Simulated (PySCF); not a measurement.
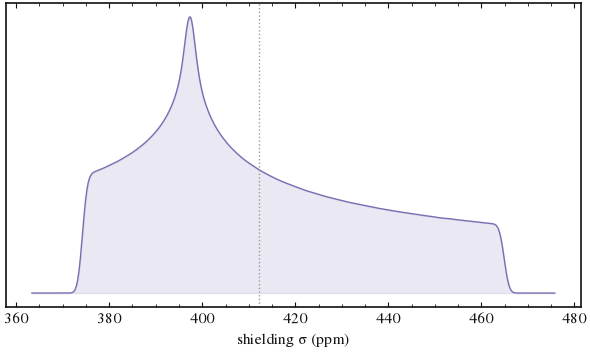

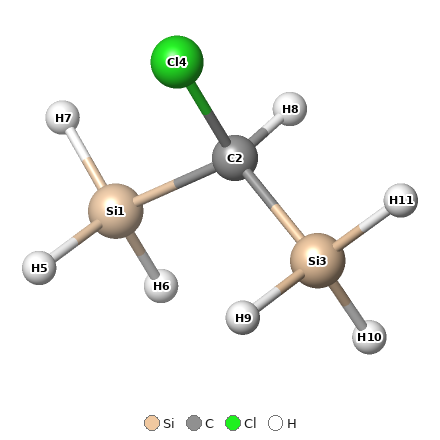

Static powder pattern (²⁹Si) from GIAO shielding tensors of CH₇ClSi₂, SMILES [SiH3]C([SiH3])Cl, PBE0/pcSseg-1 with PySCF 2.14.0, at a GFN2-xTB geometry (no frequency check); absolute shielding, one fixed geometry of the isolated molecule without any motion, no dipolar terms. The dotted line is the isotropic value; skew is 3(σiso − σ22)/span.

### The pattern belongs to Si3. Give the principal values, span and skew.

Si3: σ11, σ22, σ33 = 374, 397, 465 ppm, isotropic 412, span 91 ppm, skew 0.49.

Known limits of this run: the tight-binding geometry is rougher than a DFT one and adds to the error.
